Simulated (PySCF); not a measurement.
**C2H7GeNO (SMILES C=C[O][GeH2][NH2]): density, localisation and related maps**

Input file:

```
{"job": {"kind": "uv", "xc": "PBE0", "basis": "def2-SVPD", "nstates": 8, "ntriplets": 3}, "charge": 0, "multiplicity": 1}
C      1.844828     0.640658    -0.013636
C      1.477363    -0.445245     0.643432
O      0.320531    -1.122832     0.516177
Ge    -1.096274    -0.776501    -0.469999
N     -1.929426     0.642671     0.284800
H      2.800583     1.097394     0.160916
H      1.201117     1.092396    -0.752917
H      2.125899    -0.906585     1.382127
H     -0.674827    -0.623559    -1.921251
H     -1.908041    -2.002824    -0.223627
H     -2.797839     0.950766    -0.125646
H     -1.362716     1.452977     0.493596
```

Command:

```sh
OMP_NUM_THREADS=1 python probes_run.py task.json out
```

Geometry: GFN2-xTB.

These are results of PBE0/def2-SVPD, SCF density, gas phase in PySCF 2.14.0, not measurements.

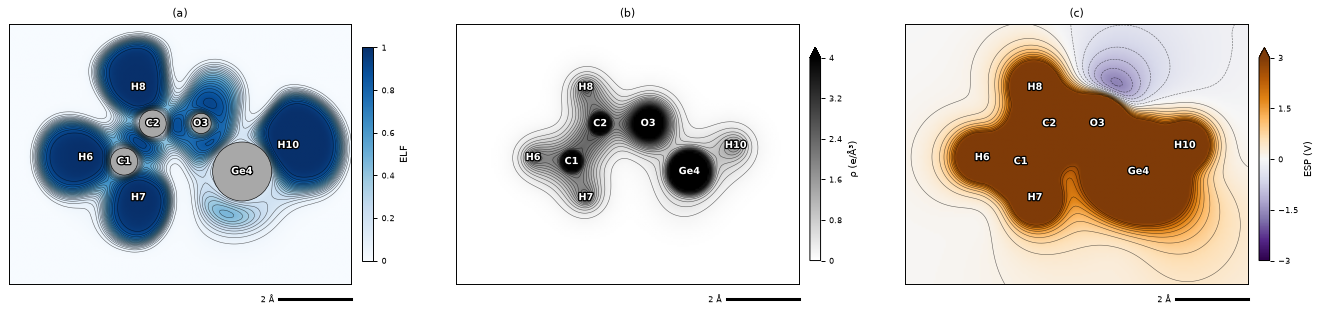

Figure 1. (a) electron localisation function; (b) total electron density; (c) electrostatic potential on the plane of atoms H6, C1 and H7. Grey discs cover the atomic cores in the ELF map.

Question: Read the bonding off the picture.

Answer: The plane passes through C, O, Ge and H nuclei. C–C (1.32 Å): ρ is about 2.4 e/Å³ halfway; the ELF peaks at about 0.95 between the atoms (a short, multiple covalent bond). C–O (1.35 Å): ρ is about 2.4 e/Å³ halfway, with its minimum of 1.9 e/Å³ about 0.5 Å from C; the ELF peaks at about 0.90 between the atoms (a shared but strongly polarised pair). Ge–O (1.76 Å): the density is about 0.97 e/Å³ at the midpoint; the ELF peaks at about 0.85 in the valence shell of O, 0.6 Å from its nucleus, and is about 0.30 at the midpoint. C–H (1.07 Å): the density is about 2 e/Å³ at the midpoint; the ELF climbs to about 1 towards the hydrogen, as it does in any bond to H: a covalent bond by its length. Ge–H (1.49 Å): ρ is about 1.2 e/Å³ halfway; the ELF climbs to about 1 towards the hydrogen. The ELF also peaks beside O3, away from the bonds: lone-pair regions. Outside the dense part of the molecule the potential is most negative (−1.6 V) near O3.

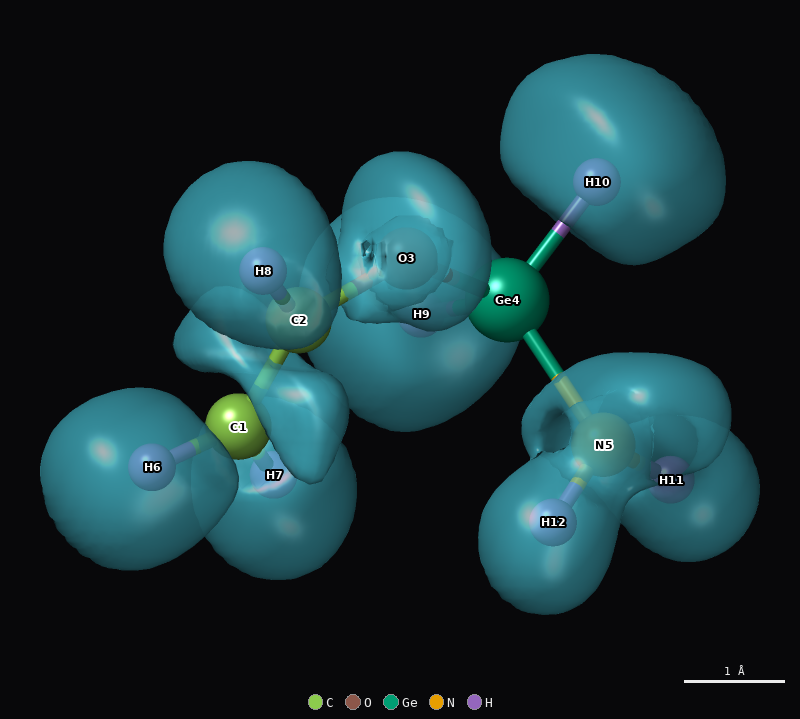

Figure 2. Isosurface of the ELF at 0.75 (cyan), seen at a tilt. Only the valence region is drawn (cores and ρ < 0.01 e/Å³ removed).

Question: Identify the bonds, lone pairs and shells in this picture.

Answer: At this value the surface marks out one region between bonded C–C atoms (shared pairs), five regions around hydrogen nuclei, one region on O in which the atom's valence shell and bonds are merged and one joined region spread over several atoms (H, N), in which their bonds and any lone pairs are merged.

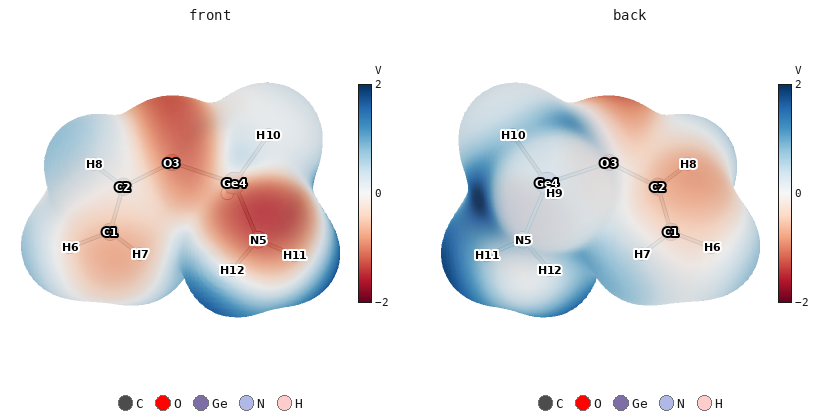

Figure 3. The molecular electrostatic potential painted on the density surface at 0.002 e/bohr³, seen from the front and from behind; red is negative and blue positive.

Question: Where is the surface potential most negative and most positive?

Answer: The most negative region (about −1.4 V) lies over N5, the most positive (about +1.9 V) over Ge4. N5 is the likeliest acceptor of a hydrogen bond.

Question: What dipole moment does the calculation give?

Answer: Its dipole moment is 1.90 D.
